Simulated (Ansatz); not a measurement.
Starting cell, Bi2Se3 (Bi2Te3 type, space group R-3m):

```
Bi2Se3
1.0
    2.07216     1.19636     9.48267
   -2.07216     1.19636     9.48267
    0.00000    -2.39272     9.48267
Bi Se
2 3
Cartesian
  0.00000   0.00000  11.40408
  0.00000   0.00000  17.04394
  0.00000   0.00000   0.00000
  0.00000   0.00000   5.98894
  0.00000   0.00000  22.45907
```

Scan: atom 4 (Se, nearest neighbour Bi at 2.863 Å; its periodic images, 4.1 Å or more away, move with it) is displaced towards the nearest neighbour, direction (0.724, -0.418, 0.549) in Cartesian axes, by s. The other atoms stay.

Level of theory: PBE-D3(BJ) (plane waves to 420 eV, PAW, scalar-relativistic; Ansatz, a program for electronic structure). k mesh 8×8×8 (Γ-centred), Fermi-Dirac smearing 0.05 eV. Energies are smeared free energies. Bi2Se3 was relaxed with its symmetry unable to fall. Spin-orbit coupling is left out, though Bi is heavy. The zero of ΔE is the undisplaced structure.

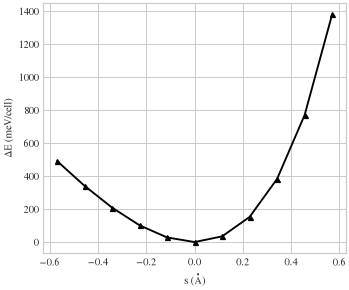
Figure. ΔE (meV/cell) against s (Å); one marker a computed point.

Question: Is the energy the same for displacements of ±0.570 Å, and if not, which side lies higher?

Answer: Not even: the positive side lies higher at ±0.570 Å.

Question: What is the energy change at s = 0.570 Å?

Answer: About 1400 meV/cell.

(A displaced cell: forces are minus the slopes of the energy, force constants its curvatures, and phonons follow from these.)
